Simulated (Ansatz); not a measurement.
The calculation's input:

```
crystal:
  periodic: [false, false, false]
  atoms:
    - {symbol: C, position_ang: [0.081785, 0.997129, -0.386725]}
    - {symbol: C, position_ang: [-0.095350, -0.104052, 0.334886]}
    - {symbol: N, position_ang: [0.136740, -1.343938, -0.316911]}
    - {symbol: O, position_ang: [-0.039741, -2.304672, 0.387041]}
    - {symbol: H, position_ang: [-0.071844, 1.985744, 0.026468]}
    - {symbol: H, position_ang: [0.390032, 0.909003, -1.422694]}
    - {symbol: H, position_ang: [-0.401633, -0.139212, 1.377934]}
basis:
  gaussian: {orbitals: def2-TZVPP}
hamiltonian: {xc: pbe0, dispersion: d4}
output: {orbitals: {seedname: orbitals}}
```

Run with:

```sh
ansatz run in.yaml --threads 4 --pin off --events-out ev --progress --plain --max-ram 10444MiB
```

Geometry: PBE0-D4/def2-TZVP.

Method: RKS PBE0-D4/def2-TZVPP (Ansatz).

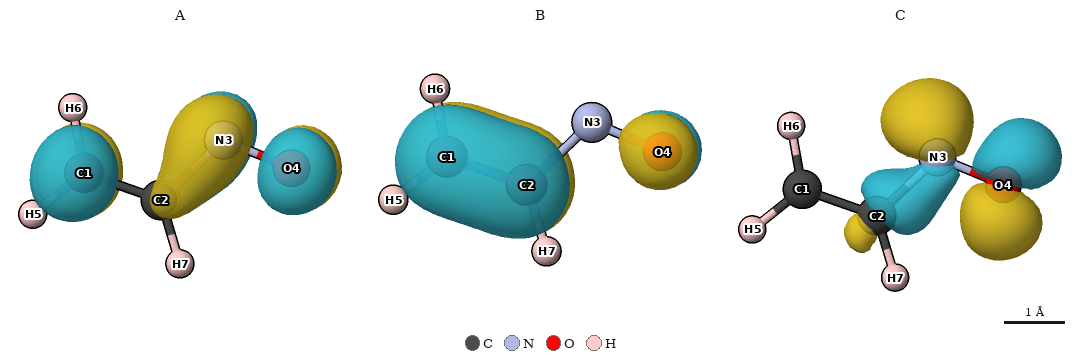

C2H3NO (SMILES C=CN=O). Three frontier orbitals at ±0.15 Å⁻³ᐟ² (yellow and cyan are the two phases), in no order.

Which picture is the HOMO−1, the HOMO and the LUMO?

Answer. B is the HOMO−1 (−8.88 eV). Its weight (Hirshfeld) is mainly on C1 (about 40 %), C2 (about 35 %) and O4 (about 15 %); it changes sign across the molecular plane (π type); π-bonding across C1–C2. C is the HOMO (−6.65 eV). Its weight (Hirshfeld) is mainly on O4 (about 50 %), N3 (about 35 %) and C2 (about 10 %); it is symmetric in the molecular plane (an in-plane orbital: σ, lone-pair or in-plane π type). A is the LUMO (−2.80 eV). It lies mainly on N3 (about 30 %), O4 (about 30 %), C1 (about 25 %) and C2 (about 10 %); it changes sign across the molecular plane (π type); π-antibonding (a node) across C1–C2 and N3–O4.

What is the HOMO–LUMO gap?

Answer. 3.85 eV between the orbital energies.
